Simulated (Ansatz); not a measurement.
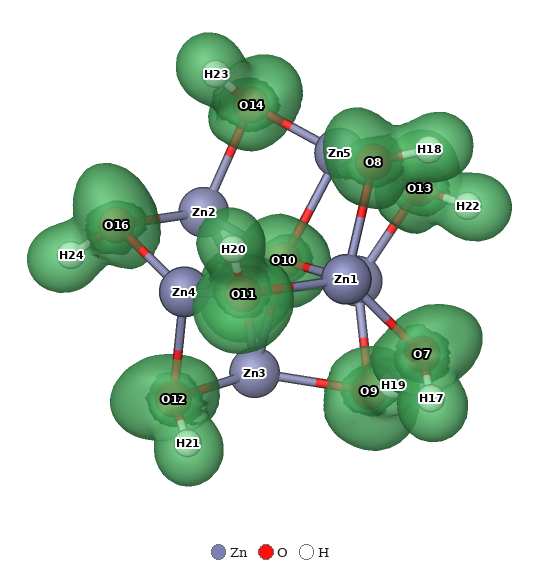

H8O10Zn6. Isosurface of the ELF at 0.75 (green), seen at an oblique angle. Core shells and regions of very low density are left out.

Geometry: PBE-D4/def2-SVP.

These are results of RKS PBE0-D4/def2-TZVP (Ansatz), not measurements.

The calculation's input:

```
crystal:
  periodic: [false, false, false]
  atoms:
    - {symbol: Zn, position_ang: [0.830788, -0.425413, -1.613306]}
    - {symbol: Zn, position_ang: [-0.816714, 1.354790, 1.733227]}
    - {symbol: Zn, position_ang: [0.177347, -1.328805, 1.806118]}
    - {symbol: Zn, position_ang: [1.798717, 0.741193, 0.772608]}
    - {symbol: Zn, position_ang: [-1.428860, 1.168163, -1.016933]}
    - {symbol: Zn, position_ang: [-2.010731, -1.057738, 0.673814]}
    - {symbol: O, position_ang: [0.332451, -2.235632, -1.733856]}
    - {symbol: O, position_ang: [-0.259518, 1.001831, -2.573665]}
    - {symbol: O, position_ang: [-0.812101, -2.634292, 0.704929]}
    - {symbol: O, position_ang: [-0.041458, 0.165953, 0.118746]}
    - {symbol: O, position_ang: [2.576099, 0.421144, -0.992287]}
    - {symbol: O, position_ang: [2.030937, -0.799850, 2.049599]}
    - {symbol: O, position_ang: [-2.873142, -0.222167, -0.853813]}
    - {symbol: O, position_ang: [-1.772239, 2.496536, 0.392961]}
    - {symbol: O, position_ang: [-1.444001, -0.323984, 2.420365]}
    - {symbol: O, position_ang: [1.025821, 2.134667, 1.942860]}
    - {symbol: H, position_ang: [1.039454, -2.854311, -1.987511]}
    - {symbol: H, position_ang: [-0.689728, 0.711877, -3.398632]}
    - {symbol: H, position_ang: [-0.370475, -2.626682, -0.208867]}
    - {symbol: H, position_ang: [2.765001, 1.232840, -1.499083]}
    - {symbol: H, position_ang: [2.667421, -1.474949, 1.749983]}
    - {symbol: H, position_ang: [-2.827540, -0.844239, -1.605560]}
    - {symbol: H, position_ang: [-1.284686, 3.332594, 0.271500]}
    - {symbol: H, position_ang: [1.387127, 2.066465, 2.846794]}
basis:
  gaussian: {orbitals: def2-TZVP, fitting: {mean_field: def2-universal-jkfit}, initial_orbitals: start.molden}
hamiltonian: {xc: pbe0, dispersion: d4}
scf: {omitted_lower_state_checks: [starts]}
output: {orbitals: {seedname: orbitals}}
```

Run with:

```sh
ansatz run in.yaml --threads 2 --pin off --events-out ev --progress --plain --max-ram 32768MiB --backend cuda --devices 0, --max-vram 18GiB
```

Question: What do the ELF domains correspond to?

Answer: The ELF exceeds this value in two regions wrapped around O (the valence shell of each) and eight joined regions spread over several atoms (H, O), in which their bonds and any lone pairs are merged. Profiles from the grid: Zn–O (1.88 Å): the ELF peaks at about 0.85 in the valence shell of O, 0.6 Å from its nucleus, and is about 0.20 at the midpoint. O–H (0.97 Å): the ELF climbs to about 1 towards the hydrogen, as it does in any bond to H; a covalent bond by its length.
